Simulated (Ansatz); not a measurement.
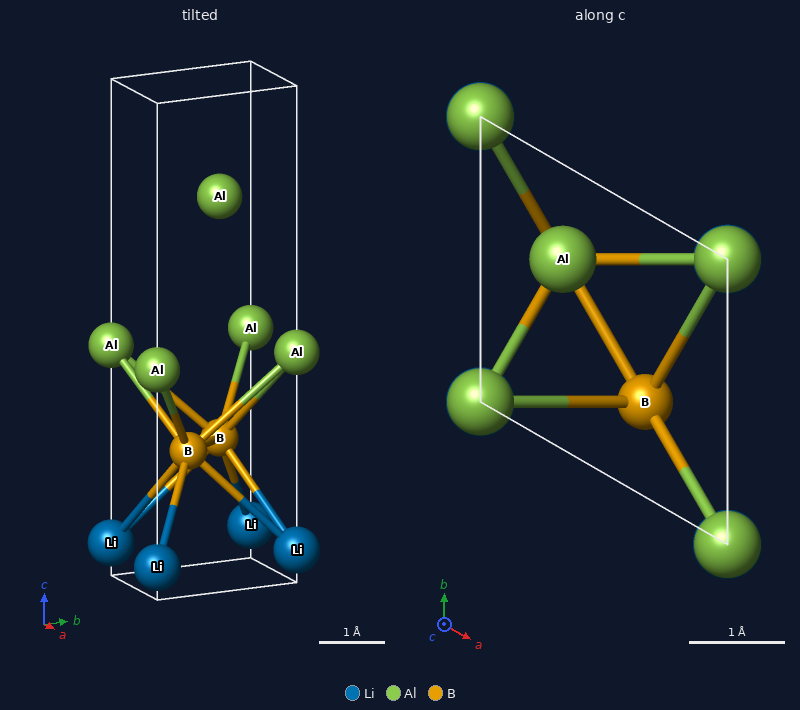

Shown here is a ball-and-stick view of the crystal, taken slightly off an axis and along the c axis. Thin lines show the conventional unit cell, with boundary atoms drawn in all their periodic places.

LiAl₂B₂, space group P3m1 (No. 156), a = 3.003 Å, b = 3.003 Å, c = 7.778 Å, α = 90.00°, β = 90.00°, γ = 120.00°. The initial geometry was a structure type filled with these elements by a generator (whether the compound takes this form wasn't checked). Earlier steps of the study may have refined or changed the cell and positions. A calculation with Ansatz used it as input.

This one geometry was computed with Ansatz (DFT, plane waves, PAW) at three levels of theory: PBE, r2SCAN and PBEsol.

Which level gives the highest pressure at this volume, and what does that say about its equilibrium volume?

Highest: PBE (0.0 GPa), which points to the largest equilibrium volume. Lowest, with the smallest volume: r2SCAN (-1.7 GPa) and PBEsol (-1.5 GPa). Levels within 0.5 GPa of each other can't be told apart.

How does the band gap change with the level of theory?

All levels give a metal.

Collect the results in a table.

| level | cutoff (eV) | k-mesh of the run's cell | gap (eV) | pressure (GPa) |
| --- | --- | --- | --- | --- |
| PBE | 420 | 12×12×6 | metal | 0.0 |
| r2SCAN | 500 | 12×12×6 | metal | -1.7 |
| PBEsol | 420 | 12×12×6 | metal | -1.5 |

Gaps are taken on the k-mesh or band path of each run.
